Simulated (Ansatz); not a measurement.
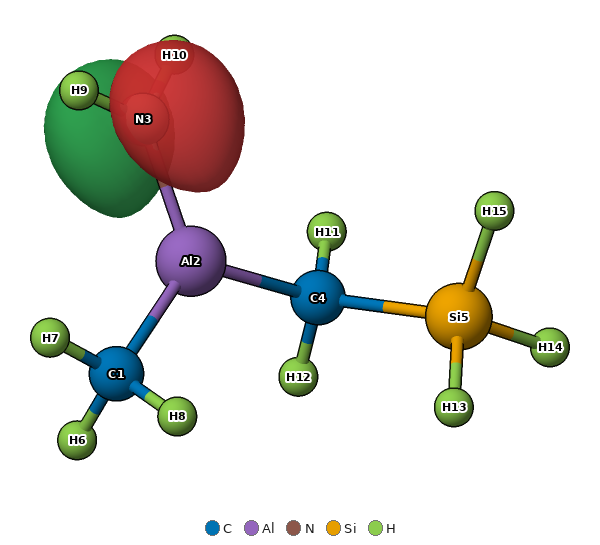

Figure 1: C$_{2}$H$_{10}$AlNSi. The HOMO at ±0.2 Å⁻³ᐟ² (green and red are the two phases), seen at a tilt.

These are results of RKS BLYP/def2-SVP (Ansatz 0.2.0), not measurements.

```xyz
15

C    -2.1582    0.3602   -0.7873
Al   -0.3807   -0.4845   -0.6329
N     0.3862   -1.1856   -2.0951
C     0.6113   -0.5974    1.0788
Si    1.4568    0.9915    1.6694
H    -2.9131   -0.1757   -0.1713
H    -2.5387    0.3825   -1.8296
H    -2.1402    1.4075   -0.4155
H    -0.0206   -1.1700   -3.0349
H     1.2953   -1.6557   -2.1290
H     1.3845   -1.3944    1.0112
H    -0.1012   -0.9096    1.8756
H     0.4558    2.1050    1.8215
H     2.1518    0.8283    2.9952
H     2.4890    1.4473    0.6733
```

Question: Where does this orbital lie, and at what energy?

Answer: It lies mainly on N3 (about 75 %); largely a lone pair of N3. Its energy is −5.55 eV.
